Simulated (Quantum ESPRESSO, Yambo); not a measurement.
# AlN (P6_3mc): G0W0 in Yambo against the screening cutoff

Wanted: the cheapest screening cutoff that holds the gap of AlN (P6_3mc).

Calculated with Yambo 5.3.0; PBE and many-body steps on it, plane waves.

The database entry behind the starting cell differs from later determinations by our own check (inner coordinate u about 0.002 short), so it need not match the best structure at ambient conditions.

**1. Starting point**

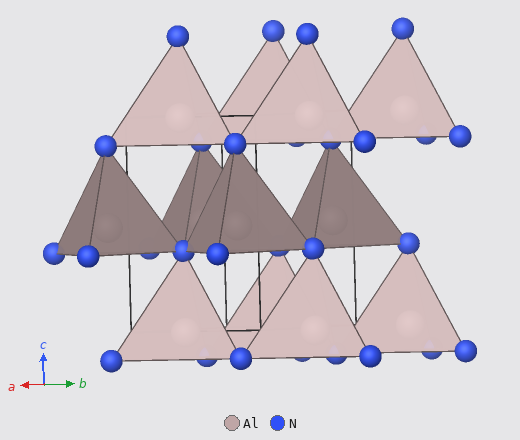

The cell as given, from a free direction (aluminium light grey, nitrogen blue). 2×2×1 cells are drawn. Some periodic images of atoms are drawn too.

Structure file:

```xyz
4
Lattice="3.1130 0.0000 0.0000 -1.5565 2.6959 0.0000 0.0000 0.0000 4.9810" Properties=species:S:1:pos:R:3 pbc="T T T"
Al    0.0000    1.7973    0.0000
Al    1.5565    0.8986    2.4905
N     0.0000    1.7973    1.8928
N     1.5565    0.8986    4.3833
```

The cell and positions come from the Crystallography Open Database and are kept as given unless a step says otherwise.

**2. 3.25 Ha**

This step: Yambo 5.3.0; G0W0 on PBE, plane waves, norm-conserving pseudopotentials.

Now the one-shot GW correction: screening in the RPA, then the self-energy of the levels asked for.

The input, gw7.in:

```
HF_and_locXC
gw0
dyson
ppa
em1d
rim_cut
RandQpts= 1000000
RandGvec= 1 RL
EXXRLvcs= 72 Ry
VXCRLvcs= 288 Ry
Chimod= "HARTREE"
% BndsRnXp
 1 | 132 |
%
NGsBlkXp= 6.5 Ry
% LongDrXp
 1 | 1 | 1 |
%
% GbndRnge
 1 | 132 |
%
DysSolver= "n"
ExtendOut
PPAPntXp= 27.21138 eV
% QPkrange
 1 | 1 | 7 | 10 |
%
```

Command:

```bash
$ OMP_NUM_THREADS=1 mpirun -n 4 yambo -F gw7.in -J gw7 -C gw7 > gw7.log
```

Log:

```text
 Yambo, version 5.3.0

 [02] CORE Variables Setup
 =========================

  [... cell, symmetries and grids as in the set-up ...]

  [02.05] Energies & Occupations
  ==============================

  [X] === General ===
  [X] Electronic Temperature                        :  0.000000  0.000000 [eV K]
  [X] Bosonic    Temperature                        :  0.000000  0.000000 [eV K]
  [X] Finite Temperature mode                       : no
  [X] El. density                                   :  0.38275E+24 [cm-3]
  [X] Fermi Level                                   :  7.106664 [eV]

  [X] === Gaps and Widths ===
  [X] Conduction Band Min                           :  4.220509 [eV]
  [X] Valence Band Max                              :  0.000000 [eV]
  [X] Filled Bands                                  :   8
  [X] Empty Bands                                   :     9   501
  [X] Direct Gap                                    :  4.220509 [eV]
  [X] Direct Gap localized at k                     :  1
  [X] Indirect Gap                                  :  4.220509 [eV]
  [X] Indirect Gap between kpts                     :  1  1
  [X] Last valence band width                       :  2.371270 [eV]
  [X] 1st conduction band width                     :  3.218767 [eV]

 [03] Transferred momenta grid and indexing
 ==========================================

 IBZ Q-points                                      :  10
 BZ  Q-points                                      :   36

 K/Q-points units:
 rlu = crystal or reduced units; cc = cartesian coordinates; iku = interal k-units

 Q [ 1]         [rlu]:  0.000000  0.000000  0.000000
 Q [ 2]         [rlu]:  0.000000  0.000000  0.250000
 Q [ 3]         [rlu]:  0.000000  0.000000 -0.500000
 Q [ 4]         [rlu]: -0.40821E-19  0.33333       0.0000
 Q [ 5]         [rlu]: -0.40821E-19  0.33333      0.25000
 Q [ 6]         [rlu]: -0.40821E-19  0.33333     -0.50000
 Q [ 7]         [rlu]:  0.333333  0.333333  0.000000
 Q [ 8]         [rlu]:  0.333333  0.333333  0.250000
 Q [ 9]         [rlu]:  0.333333  0.333333 -0.500000
 Q [10]         [rlu]:  0.40821E-19 -0.33333      0.25000

 [04] Coloumb potential Random Integration (RIM)
 ===============================================

  [04.01] RIM initialization
  ==========================

  * Diagonal components only detected *

  8 x (sBL volume)        :  0.195400 [a.u.]
  sBZ random points       :  1000000
  Points outside the sBZ  :   7994252
  RL volume               :  0.879301 [a.u.]
  Integrated volume       :  0.879933 [a.u.]

  [04.02] RIM integrals
  =====================

  Gamma point sphere radius             :  0.105259 [a.u.]
  Points outside the sphere             :   811608
  [Int_sBZ(q=0) 1/q^2]*(Vol_sBZ)^(-1/3) =:  7.236165
                                 should be <:  7.795600

  Summary of Coulomb integrals for non-metallic bands |Q|[au] RIM/Bare

  Q [1] 0.100000E-4 0.928237 * Q [2] 0.166880 0.646012
  Q [3] 0.333760 0.872534 * Q [4] 0.411102 1.143679
  Q [10] 0.443682 1.087027 * Q [5] 0.443682 1.086663
  Q [6] 0.529529 1.022105 * Q [7] 0.712050 1.044470
  Q [8] 0.731344 1.037865 * Q [9] 0.786391 1.024498

 [WARNING] [Xp] User bands 1-132 break level degeneracy

 [05] Dipoles
 ============

  [05.01] Setup: observables and procedures
  =========================================

  [WARNING] [x,Vnl] slows the Dipoles computation. To neglect it rename the ns.kb_pp file

 [06] Dynamic Dielectric Matrix (PPA)
 ====================================

 [WR./gw7//ndb.pp]---------------------------------------------------------------
  Brillouin Zone Q/K grids (IBZ/BZ)                :   10   36   10   36
  RL vectors                                       :   3777 [WF]
  Coulomb cutoff potential                         : none
  Electronic Temperature                           :  0.000000 [K]
  Bosonic    Temperature                           :  0.000000 [K]
  PPA    diel. fun.  energies                      : Perdew, Burke & Ernzerhof(X)+Perdew, Burke & Ernzerhof(C)
  wavefunctions                                    : Perdew, Burke & Ernzerhof(X)+Perdew, Burke & Ernzerhof(C)
  Global Gauge                                     : length
  X matrix size                                    :   73
  X band range                                     :    1  132
  X e/h energy range                               : -1.000000 -1.000000 [eV]
  X Time ordering                                  : R
  X Hxc Kernel                                     : HARTREE
  X Drude frequency                                :  0.000000  0.000000
  X poles                                          :  100.0000 [o/o]
  RL vectors in the sum                            :   3777
  [r,Vnl] included                                 : yes
  Field direction                                  :  0.577350E-5  0.577350E-5  0.577350E-5
  BZ energy Double Grid                            : no
  BZ energy DbGd points                            : 0
  BZ Q point size factor                           : -1.000000
  X Optical Averaged directions                    : none

 [07] Local Exchange-Correlation + Non-Local Fock
 ================================================

 [VXC] Plane waves :  23187
 [EXS] Plane waves :  2875

 QP @ state[ 1 ] K range:  1  1
 QP @ state[ 1 ] b range:   7  10

 [xc] Functional : Perdew, Burke & Ernzerhof(X)+Perdew, Burke & Ernzerhof(C)
 [xc] LIBXC used to calculate xc functional
  PP Number of Atomic Species                      :  2
  NLCC RL compoments                               :  23187
  PP Number of Atomic Species                      :  2
  NLCC RL compoments                               :  23187

 [xc] E_xc :  -6.931593 [Ha]
      E_xc :  -13.86319 [Ry]

  Local XC kind (lXC) : Perdew, Burke & Ernzerhof(X)+Perdew, Burke & Ernzerhof(C)
  Non-Local XC kind (nlXC) : Hartree-Fock

  Corrections @ K [1] :  [eV]
 <7|nlXC|7> = -21.12496 -0.14039E-16 <7|lXC|7> = -16.99289  0.37763E-15
 <8|nlXC|8> = -20.86447 -0.20802E-16 <8|lXC|8> = -17.08523  0.18882E-15
 <9|nlXC|9> = -7.867130 -0.16316E-17 <9|lXC|9> = -12.50474 -0.56645E-15
 <10|nlXC|10> = -5.604894  0.83243E-18 <10|lXC|10> = -10.79204  0.18882E-15

 [08] Dyson equation: Newton solver
 ==================================

  [08.01] G0W0 (W PPA)
  ====================

  [  GW  ] Bands range     :    1  132
  [GW/PPA] G damping       :  0.100000 [eV]

  QP @ state[ 1 ] K range:  1  1
  QP @ state[ 1 ] b range:   7  10

   Sc/G bands                                       :    1  132
   Sc/G damping                                     :  0.100000 ev
   Sc bands terminator                              : no
   Sx RL components                                 :  2875

   QP @ state[ 1 ] K range                          :  1  1
   QP @ state[ 1 ] b range                          :   7  10
   GF energies kind                                 : Perdew, Burke & Ernzerhof(X)+Perdew, Burke & Ernzerhof(C)
   GF WF`s kind                                     : Perdew, Burke & Ernzerhof(X)+Perdew, Burke & Ernzerhof(C)
   Xs energies kind                                 : Perdew, Burke & Ernzerhof(X)+Perdew, Burke & Ernzerhof(C)
   Xs WF`s kind                                     : Perdew, Burke & Ernzerhof(X)+Perdew, Burke & Ernzerhof(C)

 [11] Game Over & Game summary
```

Elapsed: 19 s, on 4 MPI ranks of Arm Neoverse V1, shared host; peak memory 1.4 GiB; 74 s of CPU time.

This step gave:

| Property | Result |
| --- | --- |
| G0W0 gap on the points computed | 5.366 eV |
| starting gap on the mesh | 4.221 eV |
| k of the valence top | 0, 0, 0 |
| k of the conduction bottom | 0, 0, 0 |
| least direct G0W0 gap on the computed points | 5.366 eV |
| Z at the valence top | 0.8003 |
| Z at the conduction bottom | 0.8254 |

The gap on the mesh goes from 4.22 eV to 5.37 eV, a correction of +1.15 eV.

**3. 5.25 Ha**

The input, gw8.in:

```
HF_and_locXC
gw0
dyson
ppa
em1d
rim_cut
RandQpts= 1000000
RandGvec= 1 RL
EXXRLvcs= 72 Ry
VXCRLvcs= 288 Ry
Chimod= "HARTREE"
% BndsRnXp
 1 | 132 |
%
NGsBlkXp= 10.5 Ry
% LongDrXp
 1 | 1 | 1 |
%
% GbndRnge
 1 | 132 |
%
DysSolver= "n"
ExtendOut
PPAPntXp= 27.21138 eV
% QPkrange
 1 | 1 | 7 | 10 |
%
```

Command:

```bash
$ OMP_NUM_THREADS=1 mpirun -n 4 yambo -F gw8.in -J gw8 -C gw8 > gw8.log
```

Log:

```text
 Yambo, version 5.3.0

 [02] CORE Variables Setup
 =========================

  [... cell, symmetries and grids as in the set-up ...]

  [02.05] Energies & Occupations
  ==============================

  [X] === General ===
  [X] Electronic Temperature                        :  0.000000  0.000000 [eV K]
  [X] Bosonic    Temperature                        :  0.000000  0.000000 [eV K]
  [X] Finite Temperature mode                       : no
  [X] El. density                                   :  0.38275E+24 [cm-3]
  [X] Fermi Level                                   :  7.106664 [eV]

  [X] === Gaps and Widths ===
  [X] Conduction Band Min                           :  4.220509 [eV]
  [X] Valence Band Max                              :  0.000000 [eV]
  [X] Filled Bands                                  :   8
  [X] Empty Bands                                   :     9   501
  [X] Direct Gap                                    :  4.220509 [eV]
  [X] Direct Gap localized at k                     :  1
  [X] Indirect Gap                                  :  4.220509 [eV]
  [X] Indirect Gap between kpts                     :  1  1
  [X] Last valence band width                       :  2.371270 [eV]
  [X] 1st conduction band width                     :  3.218767 [eV]

 [03] Transferred momenta grid and indexing
 ==========================================

 IBZ Q-points                                      :  10
 BZ  Q-points                                      :   36

 K/Q-points units:
 rlu = crystal or reduced units; cc = cartesian coordinates; iku = interal k-units

 Q [ 1]         [rlu]:  0.000000  0.000000  0.000000
 Q [ 2]         [rlu]:  0.000000  0.000000  0.250000
 Q [ 3]         [rlu]:  0.000000  0.000000 -0.500000
[...]
================================================

 [VXC] Plane waves :  23187
 [EXS] Plane waves :  2875

 QP @ state[ 1 ] K range:  1  1
 QP @ state[ 1 ] b range:   7  10

 [xc] Functional : Perdew, Burke & Ernzerhof(X)+Perdew, Burke & Ernzerhof(C)
 [xc] LIBXC used to calculate xc functional
  PP Number of Atomic Species                      :  2
  NLCC RL compoments                               :  23187
  PP Number of Atomic Species                      :  2
  NLCC RL compoments                               :  23187

 [xc] E_xc :  -6.931593 [Ha]
      E_xc :  -13.86319 [Ry]

  Local XC kind (lXC) : Perdew, Burke & Ernzerhof(X)+Perdew, Burke & Ernzerhof(C)
  Non-Local XC kind (nlXC) : Hartree-Fock

  Corrections @ K [1] :  [eV]
 <7|nlXC|7> = -21.12496 -0.14039E-16 <7|lXC|7> = -16.99289  0.37763E-15
 <8|nlXC|8> = -20.86447 -0.20802E-16 <8|lXC|8> = -17.08523  0.18882E-15
 <9|nlXC|9> = -7.867130 -0.16316E-17 <9|lXC|9> = -12.50474 -0.56645E-15
 <10|nlXC|10> = -5.604894  0.83243E-18 <10|lXC|10> = -10.79204  0.18882E-15

 [08] Dyson equation: Newton solver
 ==================================

  [08.01] G0W0 (W PPA)
  ====================

  [  GW  ] Bands range     :    1  132
  [GW/PPA] G damping       :  0.100000 [eV]

  QP @ state[ 1 ] K range:  1  1
  QP @ state[ 1 ] b range:   7  10

   Sc/G bands                                       :    1  132
   Sc/G damping                                     :  0.100000 ev
   Sc bands terminator                              : no
   Sx RL components                                 :  2875

   QP @ state[ 1 ] K range                          :  1  1
   QP @ state[ 1 ] b range                          :   7  10
   GF energies kind                                 : Perdew, Burke & Ernzerhof(X)+Perdew, Burke & Ernzerhof(C)
   GF WF`s kind                                     : Perdew, Burke & Ernzerhof(X)+Perdew, Burke & Ernzerhof(C)
   Xs energies kind                                 : Perdew, Burke & Ernzerhof(X)+Perdew, Burke & Ernzerhof(C)
   Xs WF`s kind                                     : Perdew, Burke & Ernzerhof(X)+Perdew, Burke & Ernzerhof(C)

 [11] Game Over & Game summary
```

Run time: 25 s. Hardware: 4 MPI ranks; peak memory 1.4 GiB.

This step gave:

- G0W0 gap on the points computed: 5.527 eV
- starting gap on the mesh: 4.221 eV
- k of the valence top: 0, 0, 0
- k of the conduction bottom: 0, 0, 0
- least direct G0W0 gap on the computed points: 5.527 eV
- Z at the valence top: 0.7956
- Z at the conduction bottom: 0.8214

Against the run before, the gap moves by +0.161 eV.

**4. 10.5 Ha**

The input, gw9.in:

```
HF_and_locXC
gw0
dyson
ppa
em1d
rim_cut
RandQpts= 1000000
RandGvec= 1 RL
EXXRLvcs= 72 Ry
VXCRLvcs= 288 Ry
Chimod= "HARTREE"
% BndsRnXp
 1 | 132 |
%
NGsBlkXp= 21 Ry
% LongDrXp
 1 | 1 | 1 |
%
% GbndRnge
 1 | 132 |
%
DysSolver= "n"
ExtendOut
PPAPntXp= 27.21138 eV
% QPkrange
 1 | 1 | 7 | 10 |
%
```

Command:

```bash
$ OMP_NUM_THREADS=1 mpirun -n 4 yambo -F gw9.in -J gw9 -C gw9 > gw9.log
```

Log:

```text
 Yambo, version 5.3.0

 [02] CORE Variables Setup
 =========================

  [... cell, symmetries and grids as in the set-up ...]

  [02.05] Energies & Occupations
  ==============================

  [X] === General ===
  [X] Electronic Temperature                        :  0.000000  0.000000 [eV K]
  [X] Bosonic    Temperature                        :  0.000000  0.000000 [eV K]
  [X] Finite Temperature mode                       : no
  [X] El. density                                   :  0.38275E+24 [cm-3]
[...]
Sx RL components                                 :  2875

   QP @ state[ 1 ] K range                          :  1  1
   QP @ state[ 1 ] b range                          :   7  10
   GF energies kind                                 : Perdew, Burke & Ernzerhof(X)+Perdew, Burke & Ernzerhof(C)
   GF WF`s kind                                     : Perdew, Burke & Ernzerhof(X)+Perdew, Burke & Ernzerhof(C)
   Xs energies kind                                 : Perdew, Burke & Ernzerhof(X)+Perdew, Burke & Ernzerhof(C)
   Xs WF`s kind                                     : Perdew, Burke & Ernzerhof(X)+Perdew, Burke & Ernzerhof(C)

 [11] Game Over & Game summary
```

It took 1.9 min on 4 MPI ranks; peak memory 1.4 GiB.

This step gave:

- G0W0 gap on the points computed: 5.555 eV
- starting gap on the mesh: 4.221 eV
- k of the valence top: 0, 0, 0
- k of the conduction bottom: 0, 0, 0
- least direct G0W0 gap on the computed points: 5.555 eV

Against the run before, the gap moves by +0.027 eV.

**5. 13 Ha**

The input, gw10.in:

```
HF_and_locXC
gw0
dyson
ppa
em1d
rim_cut
RandQpts= 1000000
RandGvec= 1 RL
EXXRLvcs= 72 Ry
VXCRLvcs= 288 Ry
Chimod= "HARTREE"
% BndsRnXp
 1 | 132 |
%
NGsBlkXp= 26 Ry
% LongDrXp
 1 | 1 | 1 |
%
% GbndRnge
 1 | 132 |
%
DysSolver= "n"
ExtendOut
PPAPntXp= 27.21138 eV
% QPkrange
 1 | 1 | 7 | 10 |
%
```

Command:

```bash
$ OMP_NUM_THREADS=1 mpirun -n 4 yambo -F gw10.in -J gw10 -C gw10 > gw10.log
```

Log:

```text
 Yambo, version 5.3.0

 [02] CORE Variables Setup
 =========================

  [... cell, symmetries and grids as in the set-up ...]

  [02.05] Energies & Occupations
  ==============================

  [X] === General ===
  [X] Electronic Temperature                        :  0.000000  0.000000 [eV K]
  [X] Bosonic    Temperature                        :  0.000000  0.000000 [eV K]
  [X] Finite Temperature mode                       : no
  [X] El. density                                   :  0.38275E+24 [cm-3]
[...]
Sx RL components                                 :  2875

   QP @ state[ 1 ] K range                          :  1  1
   QP @ state[ 1 ] b range                          :   7  10
   GF energies kind                                 : Perdew, Burke & Ernzerhof(X)+Perdew, Burke & Ernzerhof(C)
   GF WF`s kind                                     : Perdew, Burke & Ernzerhof(X)+Perdew, Burke & Ernzerhof(C)
   Xs energies kind                                 : Perdew, Burke & Ernzerhof(X)+Perdew, Burke & Ernzerhof(C)
   Xs WF`s kind                                     : Perdew, Burke & Ernzerhof(X)+Perdew, Burke & Ernzerhof(C)

 [11] Game Over & Game summary
```

Run time: 3.3 min. Hardware: 4 MPI ranks; peak memory 1.4 GiB; 13 min of CPU time.

Numbers from this step:

```yaml
g0w0_gap_on_the_points_computed: 5.555 eV
starting_gap_on_the_mesh: 4.221 eV
k_of_the_valence_top: 0, 0, 0
k_of_the_conduction_bottom: 0, 0, 0
least_direct_g0w0_gap_on_the_computed_points: 5.555 eV
```

Against the run before, the gap moves by +0.0001 eV.

**6. 16.25 Ha**

The input, gw11.in:

```
HF_and_locXC
gw0
dyson
ppa
em1d
rim_cut
RandQpts= 1000000
RandGvec= 1 RL
EXXRLvcs= 72 Ry
VXCRLvcs= 288 Ry
Chimod= "HARTREE"
% BndsRnXp
 1 | 132 |
%
NGsBlkXp= 32.5 Ry
% LongDrXp
 1 | 1 | 1 |
%
% GbndRnge
 1 | 132 |
%
DysSolver= "n"
ExtendOut
PPAPntXp= 27.21138 eV
% QPkrange
 1 | 1 | 7 | 10 |
%
```

Command:

```bash
$ OMP_NUM_THREADS=1 mpirun -n 4 yambo -F gw11.in -J gw11 -C gw11 > gw11.log
```

Log:

```text
 Yambo, version 5.3.0

 [02] CORE Variables Setup
 =========================

  [... cell, symmetries and grids as in the set-up ...]

  [02.05] Energies & Occupations
  ==============================

  [X] === General ===
  [X] Electronic Temperature                        :  0.000000  0.000000 [eV K]
  [X] Bosonic    Temperature                        :  0.000000  0.000000 [eV K]
  [X] Finite Temperature mode                       : no
  [X] El. density                                   :  0.38275E+24 [cm-3]
[...]
Sx RL components                                 :  2875

   QP @ state[ 1 ] K range                          :  1  1
   QP @ state[ 1 ] b range                          :   7  10
   GF energies kind                                 : Perdew, Burke & Ernzerhof(X)+Perdew, Burke & Ernzerhof(C)
   GF WF`s kind                                     : Perdew, Burke & Ernzerhof(X)+Perdew, Burke & Ernzerhof(C)
   Xs energies kind                                 : Perdew, Burke & Ernzerhof(X)+Perdew, Burke & Ernzerhof(C)
   Xs WF`s kind                                     : Perdew, Burke & Ernzerhof(X)+Perdew, Burke & Ernzerhof(C)

 [11] Game Over & Game summary
```

Run time: 5.7 min. Hardware: 4 MPI ranks; peak memory 1.5 GiB.

This step gave:

| Property | Result |
| --- | --- |
| G0W0 gap on the points computed | 5.556 eV |
| starting gap on the mesh | 4.221 eV |
| k of the valence top | 0, 0, 0 |
| k of the conduction bottom | 0, 0, 0 |
| least direct G0W0 gap on the computed points | 5.556 eV |

Against the run before, the gap moves by +0.001 eV.

**7. Side by side**

Times are wall times on 4 MPI ranks of Arm Neoverse V1, shared host, good to a factor of about two.

| run | mesh | bands | screening cutoff (eV) | DFT gap (eV) | gap on the mesh (eV) | direct (eV) | time |
| --- | --- | --- | --- | --- | --- | --- | --- |
| 3.25 Ha | 3×3×4 | 132 | 88.4 | 4.221 | 5.366 | 5.366 | 19 s |
| 5.25 Ha | 3×3×4 | 132 | 142.9 | 4.221 | 5.527 | 5.527 | 25 s |
| 10.5 Ha | 3×3×4 | 132 | 285.7 | 4.221 | 5.555 | 5.555 | 1.9 min |
| 13 Ha | 3×3×4 | 132 | 353.7 | 4.221 | 5.555 | 5.555 | 3.3 min |
| 16.25 Ha | 3×3×4 | 132 | 442.2 | 4.221 | 5.556 | 5.556 | 5.7 min |

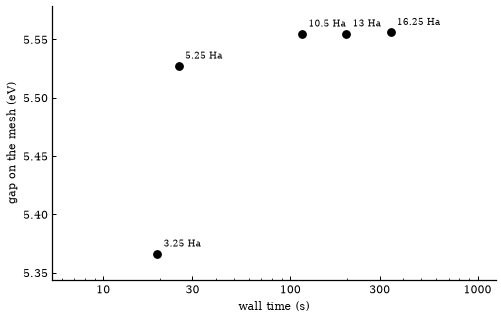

Result against wall time.

**8. Summary of results**

```json
{
 "3.25 Ha": "5.366 eV",
 "5.25 Ha": "5.527 eV",
 "10.5 Ha": "5.555 eV",
 "13 Ha": "5.555 eV",
 "16.25 Ha": "5.556 eV",
 "known limits": "not at the basis limit; coarse k mesh"
}
```

The setting moved: screening cutoff. From 3.25 Ha to 16.25 Ha the gap moves by +0.19 eV, for 18 times the time. It holds to 0.03 eV from 5.25 Ha on. Bands and screening cutoff are coupled, so a series along one setting does not show full convergence. Bands and cutoff are finite, so the gap is not at the basis limit. The miss can reach some tenths of an eV and take either sign; the mesh is an error of its own. In the G0W0 runs levels were corrected at 1 k point alone, so a gap called «on the mesh» is the least over those, and an edge elsewhere would be missed. The 3×3×4 mesh is coarse for this cell, which bears on the long-range parts of exchange and screening.

[Paths, hosts, dates, memory and timing lines, banners, echoed tables and standing remarks are left out of the program output.]

[Logs are printed without paths, hosts, clocks, repeated set-up lines and the standing remarks that a program may print on its own settings, such as how far it seeks lower states.]

[Runs of the session that timed out or met a known fault of the program may be left out.]

[Hosts, paths, dates, database ids (printed as entryN), source tags and the programs' standing remarks are cut or masked in the printed files.]
